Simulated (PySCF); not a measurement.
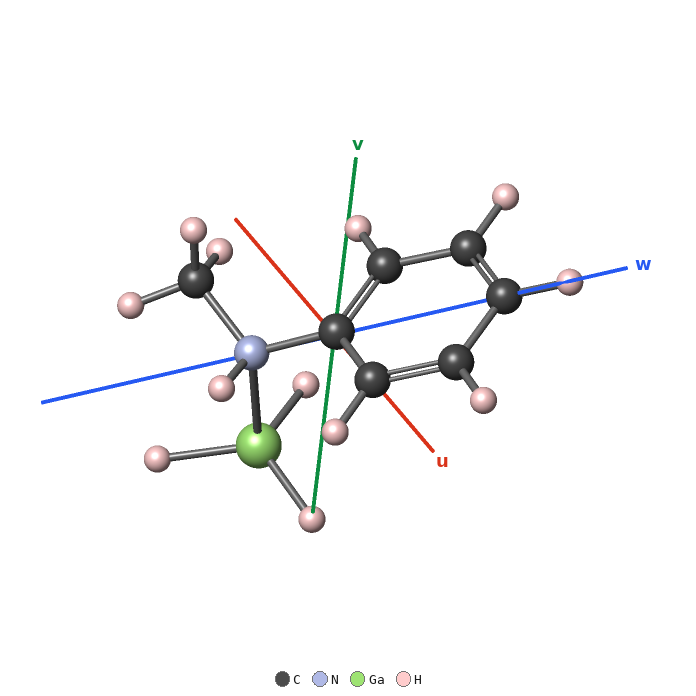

The lines u, v and w are the principal axes of the static dipole polarisability. The computed structure is the end point of a PBE0-D3(BJ)/def2-SVP optimisation. No frequency run is at hand to confirm it as a minimum. Method: CAM-B3LYP/def2-SVPD (PySCF 2.14.0).

Along which axis is the molecule most polarisable, and along which least?

Most along w, least along u.

Give the three principal values.

u 93.8, v 121.6, w 152.6 bohr³; mean 122.7, anisotropy 50.9 bohr³.
